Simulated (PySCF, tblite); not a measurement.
# C₅H₆F₄O: a rotation path, then NMR shifts on frames, part 2 of 2

tblite 0.8.0 and PySCF 2.14.0. Atoms count from 0. The steps go on from the part before.

### Step 5. Shielding tensors: image 4, PBE0/pcSseg-1

The job: settings as JSON, then the geometry in Å.

```
{"job": {"kind": "nmr", "xc": "PBE0", "basis": "pcSseg-1", "pop": false}, "charge": 0, "multiplicity": 1}
F     -0.440200    -2.083300    -1.075900
C     -0.299400    -1.101200    -0.129200
C     -1.606900    -0.328300     0.066800
C     -1.140800     1.128600     0.068000
O     -0.023300     1.155000    -0.806500
C      0.700300    -0.027700    -0.625700
C      1.884500     0.205300     0.354400
F      3.061900     0.033800    -0.257600
F      1.889400    -0.628500     1.409300
F      1.878900     1.439300     0.858700
H      0.041000    -1.605100     0.778600
H     -2.122100    -0.607900     0.980900
H     -2.252000    -0.527700    -0.788900
H     -0.842300     1.447200     1.075100
H     -1.875300     1.826400    -0.330900
H      1.138700    -0.316800    -1.588600
```

Level: GIAO PBE0/pcSseg-1 NMR shielding, non-relativistic, gas phase.

What it wrote:

```text
coarse grid: 14584 points
cycle   1  E = -667.6960767694  dE =  1.678e+00  |g| = 1.093e+00  |ddm| = 3.542e+00
cycle   2  E = -667.4338666480  dE =  2.622e-01  |g| = 1.711e+00  |ddm| = 1.733e+00
cycle   3  E = -667.8950217174  dE = -4.612e-01  |g| = 8.606e-02  |ddm| = 1.139e+00
cycle   4  E = -667.8958606032  dE = -8.389e-04  |g| = 5.885e-02  |ddm| = 9.247e-02
cycle   5  E = -667.8964972143  dE = -6.366e-04  |g| = 1.115e-02  |ddm| = 4.580e-02
cycle   6  E = -667.8965143632  dE = -1.715e-05  |g| = 3.934e-03  |ddm| = 9.664e-03
cycle   7  E = -667.8965172880  dE = -2.925e-06  |g| = 3.848e-04  |ddm| = 3.203e-03
final grid: 145896 points
cycle   8  E = -667.9924765764  dE = -5.760e-05  |g| = 1.193e-02  |ddm| = 3.372e-02
cycle   9  E = -667.9924458057  dE =  3.077e-05  |g| = 1.804e-02  |ddm| = 1.897e-02
cycle  10  E = -667.9925029997  dE = -5.719e-05  |g| = 1.082e-03  |ddm| = 1.169e-02
cycle  11  E = -667.9925032320  dE = -2.324e-07  |g| = 3.068e-04  |ddm| = 1.202e-03
cycle  12  E = -667.9925032496  dE = -1.759e-08  |g| = 9.297e-05  |ddm| = 2.989e-04
cycle  13  E = -667.9925032508  dE = -1.138e-09  |g| = 3.075e-05  |ddm| = 7.554e-05
cycle  14  E = -667.9925032509  dE = -1.430e-10  |g| = 6.309e-06  |ddm| = 2.478e-05
converged SCF energy = -667.9925032509

GIAO shielding tensors (ppm)
atom      isotropic    diamagn.    paramagn.     s11        s22        s33       span
  0 F      378.545     471.430     -92.885    351.606    376.384    407.645     56.039
  1 C       87.623     245.469    -157.846     49.022     83.446    130.402     81.380
  2 C      148.664     250.771    -102.107    119.613    156.275    170.104     50.491
  3 C      114.065     246.105    -132.040     64.948    105.655    171.591    106.644
  4 O      262.576     395.685    -133.109    194.294    272.740    320.695    126.401
  5 C       95.751     249.051    -153.300     75.846     97.020    114.385     38.539
  6 C       52.833     242.673    -189.840     49.185     54.095     55.219      6.034
  7 F      242.488     470.259    -227.772    173.486    216.917    337.061    163.575
  8 F      247.936     474.622    -226.686    171.130    248.080    324.598    153.468
  9 F      262.335     472.436    -210.101    179.731    275.116    332.159    152.428
 10 H       25.692      30.130      -4.439     23.011     25.422     28.643      5.632
 11 H       29.351      29.550      -0.199     25.843     26.781     35.428      9.585
 12 H       29.388      29.562      -0.174     25.155     27.579     35.430     10.276
 13 H       27.896      30.114      -2.218     23.056     27.158     33.475     10.418
 14 H       27.219      28.471      -1.252     22.729     25.375     33.552     10.824
 15 H       26.931      29.728      -2.797     24.012     26.363     30.417      6.405
```

Wall time 29 s (1 thread of Arm Neoverse V1, shared host); peak memory 0.91 GiB.

In short: δ C6 134.1, C1 99.3, C5 91.2, C3 72.9, H10 6.03, H15 4.79 ppm.

### Step 6. NMR shieldings: image 6, PBE0/pcSseg-1

The job: settings as JSON, then the geometry in Å.

```
{"job": {"kind": "nmr", "xc": "PBE0", "basis": "pcSseg-1", "pop": false}, "charge": 0, "multiplicity": 1}
F     -0.476900    -2.135300    -0.929500
C     -0.318900    -1.090100    -0.056200
C     -1.610400    -0.279200     0.074200
C     -1.113400     1.164500    -0.012200
O      0.019100     1.115300    -0.870200
C      0.706100    -0.078900    -0.624100
C      1.880200     0.168400     0.348500
F      2.980500     0.569400    -0.292700
F      2.220400    -0.936500     1.032700
F      1.595600     1.104500     1.260000
H      0.013500    -1.531600     0.887500
H     -2.141400    -0.488200     0.998300
H     -2.250000    -0.521100    -0.774600
H     -0.825200     1.540200     0.977100
H     -1.827100     1.849900    -0.466600
H      1.140300    -0.442400    -1.563600
```

Method: GIAO PBE0/pcSseg-1 NMR shielding, non-relativistic, gas phase.

What it wrote:

```text
coarse grid: 14584 points
cycle   1  E = -667.7020132908  dE =  1.677e+00  |g| = 1.088e+00  |ddm| = 3.535e+00
cycle   2  E = -667.4488135610  dE =  2.532e-01  |g| = 1.692e+00  |ddm| = 1.699e+00
cycle   3  E = -667.8985175646  dE = -4.497e-01  |g| = 8.459e-02  |ddm| = 1.110e+00
cycle   4  E = -667.8993340093  dE = -8.164e-04  |g| = 5.748e-02  |ddm| = 8.965e-02
cycle   5  E = -667.8999419784  dE = -6.080e-04  |g| = 1.106e-02  |ddm| = 4.456e-02
cycle   6  E = -667.8999586812  dE = -1.670e-05  |g| = 3.900e-03  |ddm| = 9.482e-03
cycle   7  E = -667.8999615334  dE = -2.852e-06  |g| = 3.931e-04  |ddm| = 3.135e-03
final grid: 145896 points
cycle   8  E = -667.9963838834  dE = -5.811e-05  |g| = 1.192e-02  |ddm| = 3.327e-02
cycle   9  E = -667.9963532221  dE =  3.066e-05  |g| = 1.802e-02  |ddm| = 1.897e-02
cycle  10  E = -667.9964101741  dE = -5.695e-05  |g| = 1.076e-03  |ddm| = 1.172e-02
cycle  11  E = -667.9964104010  dE = -2.269e-07  |g| = 3.109e-04  |ddm| = 1.195e-03
cycle  12  E = -667.9964104188  dE = -1.781e-08  |g| = 9.747e-05  |ddm| = 2.994e-04
cycle  13  E = -667.9964104200  dE = -1.268e-09  |g| = 3.164e-05  |ddm| = 7.822e-05
cycle  14  E = -667.9964104202  dE = -1.494e-10  |g| = 6.524e-06  |ddm| = 2.518e-05
converged SCF energy = -667.9964104202

GIAO shielding tensors (ppm)
atom      isotropic    diamagn.    paramagn.     s11        s22        s33       span
  0 F      376.624     471.385     -94.762    353.450    375.147    401.274     47.825
  1 C       87.666     245.518    -157.852     48.378     84.501    130.117     81.739
  2 C      149.128     250.721    -101.593    120.448    156.695    170.242     49.794
  3 C      113.719     245.910    -132.191     64.822    104.055    172.281    107.459
  4 O      268.518     395.925    -127.408    199.499    275.049    331.005    131.506
  5 C       96.859     249.177    -152.318     75.212     97.996    117.371     42.159
  6 C       52.277     243.176    -190.899     49.422     52.078     55.331      5.910
  7 F      251.729     470.133    -218.404    171.573    243.010    340.604    169.032
  8 F      253.794     473.694    -219.900    175.887    253.042    332.452    156.565
  9 F      267.768     474.546    -206.778    189.070    269.501    344.734    155.664
 10 H       25.842      30.214      -4.372     23.671     25.758     28.096      4.425
 11 H       29.352      29.534      -0.183     25.902     26.729     35.424      9.521
 12 H       29.387      29.602      -0.215     25.136     27.603     35.421     10.284
 13 H       27.617      29.995      -2.378     22.913     26.974     32.964     10.052
 14 H       27.224      28.432      -1.208     22.790     25.401     33.481     10.691
 15 H       27.010      29.676      -2.667     24.596     26.250     30.183      5.587
```

Run time: 29 s. Hardware: 1 thread of Arm Neoverse V1, shared host; peak memory 0.91 GiB.

This run: δ C6 134.6, C1 99.3, C5 90.1, C3 73.2, H10 5.88, H15 4.71 ppm.

### Step 7. Shielding tensors: image 8, PBE0/pcSseg-1

The job: settings as JSON, then the geometry in Å.

```
{"job": {"kind": "nmr", "xc": "PBE0", "basis": "pcSseg-1", "pop": false}, "charge": 0, "multiplicity": 1}
F     -0.514700    -2.171500    -0.799800
C     -0.332900    -1.077900     0.005900
C     -1.606900    -0.231400     0.088400
C     -1.085500     1.195200    -0.095800
O      0.051400     1.071400    -0.939500
C      0.708300    -0.122200    -0.623400
C      1.870300     0.131100     0.351100
F      2.752700     1.004900    -0.130900
F      2.540000    -1.001000     0.615700
F      1.451200     0.607800     1.534300
H     -0.000100    -1.466500     0.974100
H     -2.138600    -0.365200     1.026100
H     -2.255700    -0.514400    -0.741100
H     -0.800300     1.638500     0.866300
H     -1.786600     1.855300    -0.604900
H      1.140000    -0.545300    -1.538100
```

Level: GIAO PBE0/pcSseg-1 NMR shielding, non-relativistic, gas phase.

What it wrote:

```text
coarse grid: 14584 points
cycle   1  E = -667.7057404243  dE =  1.675e+00  |g| = 1.085e+00  |ddm| = 3.532e+00
cycle   2  E = -667.4560910380  dE =  2.496e-01  |g| = 1.684e+00  |ddm| = 1.679e+00
cycle   3  E = -667.9010541857  dE = -4.450e-01  |g| = 8.459e-02  |ddm| = 1.100e+00
cycle   4  E = -667.9018708651  dE = -8.167e-04  |g| = 5.723e-02  |ddm| = 8.942e-02
cycle   5  E = -667.9024711793  dE = -6.003e-04  |g| = 1.109e-02  |ddm| = 4.411e-02
cycle   6  E = -667.9024879960  dE = -1.682e-05  |g| = 3.862e-03  |ddm| = 9.389e-03
cycle   7  E = -667.9024907914  dE = -2.795e-06  |g| = 3.984e-04  |ddm| = 3.094e-03
final grid: 145896 points
cycle   8  E = -667.9994697940  dE = -5.748e-05  |g| = 1.225e-02  |ddm| = 3.244e-02
cycle   9  E = -667.9994374803  dE =  3.231e-05  |g| = 1.853e-02  |ddm| = 1.925e-02
cycle  10  E = -667.9994975113  dE = -6.003e-05  |g| = 1.080e-03  |ddm| = 1.184e-02
cycle  11  E = -667.9994977407  dE = -2.294e-07  |g| = 3.320e-04  |ddm| = 1.218e-03
cycle  12  E = -667.9994977604  dE = -1.968e-08  |g| = 9.389e-05  |ddm| = 2.968e-04
cycle  13  E = -667.9994977615  dE = -1.107e-09  |g| = 3.239e-05  |ddm| = 7.246e-05
cycle  14  E = -667.9994977616  dE = -1.623e-10  |g| = 5.524e-06  |ddm| = 2.543e-05
converged SCF energy = -667.9994977616

GIAO shielding tensors (ppm)
atom      isotropic    diamagn.    paramagn.     s11        s22        s33       span
  0 F      375.515     471.297     -95.783    354.836    374.058    397.651     42.815
  1 C       88.055     245.368    -157.313     48.251     84.093    131.822     83.570
  2 C      148.852     250.665    -101.813    119.675    156.367    170.515     50.840
  3 C      113.799     245.811    -132.013     65.829    104.158    171.408    105.579
  4 O      273.834     396.096    -122.261    195.235    285.432    340.835    145.600
  5 C       98.259     249.099    -150.839     73.946     98.683    122.149     48.203
  6 C       52.489     244.012    -191.523     46.867     52.725     57.876     11.008
  7 F      262.630     470.430    -207.801    178.697    267.198    341.994    163.296
  8 F      258.394     472.689    -214.295    176.339    257.524    341.319    164.980
  9 F      266.576     476.080    -209.504    191.834    257.166    350.728    158.894
 10 H       25.981      30.159      -4.178     23.784     26.255     27.904      4.120
 11 H       29.271      29.477      -0.206     25.894     26.627     35.293      9.399
 12 H       29.317      29.568      -0.251     25.015     27.570     35.365     10.349
 13 H       27.615      29.970      -2.354     23.402     26.422     33.023      9.621
 14 H       27.228      28.439      -1.211     22.837     25.422     33.425     10.588
 15 H       27.136      29.591      -2.455     24.832     26.127     30.448      5.616
```

Wall time 29 s (1 thread of Arm Neoverse V1, shared host); peak memory 0.91 GiB.

Key values: δ C6 134.4, C1 98.9, C5 88.7, C3 73.1, H10 5.74, H15 4.58 ppm.

### Step 8. Comparing the runs: NMR shifts

Shifts (ppm) of some atoms, chosen among heavy atoms and hydrogens apart, with basis size and wall time:

| frame | H10 | H13 | F7 | F9 | F8 | F0 | O4 | functions | time |
| --- | --- | --- | --- | --- | --- | --- | --- | --- | --- |
| image 0 | 5.74 | 4.10 | -87.5 | -91.7 | -95.7 | -204.5 | 62.0 | 200 | 29 s |
| image 2 | 5.90 | 3.84 | -79.9 | -91.4 | -82.4 | -206.8 | 68.6 | 200 | 29 s |
| image 4 | 6.03 | 3.82 | -71.5 | -91.4 | -77.0 | -207.6 | 73.5 | 200 | 29 s |
| image 6 | 5.88 | 4.10 | -80.8 | -96.8 | -82.8 | -205.7 | 67.6 | 200 | 29 s |
| image 8 | 5.74 | 4.10 | -91.7 | -95.6 | -87.4 | -204.6 | 62.2 | 200 | 29 s |

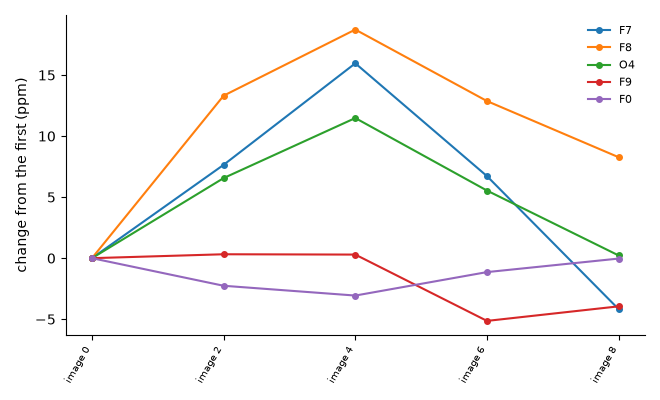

How five of the tabulated atoms move from run to run.

### Step 9. What came out

This closing draws on all 2 parts.

| quantity | value |
| --- | --- |
| barrier | 0.095 eV (2.2 kcal/mol) at image 4 |
| end to end (GFN2-xTB) | 0.000 eV |
| ¹³C shifts against TMS (PBE0/pcSseg-1, image 0) | 134.4, 98.9, 88.7, 73.1, 38.1 ppm |
| ¹H shifts against TMS (PBE0/pcSseg-1, image 0) | 5.74, 4.58, 4.49, 4.10, 2.45, 2.40 ppm |
| ¹⁹F shifts against CFCl3 (PBE0/pcSseg-1, image 0) | -87.5, -91.7, -95.7, -204.5 ppm |
| ¹⁷O shifts against H2O (PBE0/pcSseg-1, image 0) | 62.0 ppm |
| range of the shift of F7 | -91.7 to -71.5 ppm |

Along the band the dihedral turns by 121°, and the top (dihedral 4°) lies 2.2 kcal/mol above the start (GFN2-xTB, rough), so at room temperature this motion is fast. The top was not checked by a frequency run. Shifts at one fixed geometry are not the observed spectrum, which averages over the motion. Across the 5 runs the shift of F7 moves most, between -91.7 (image 8) and -71.5 ppm (image 4).
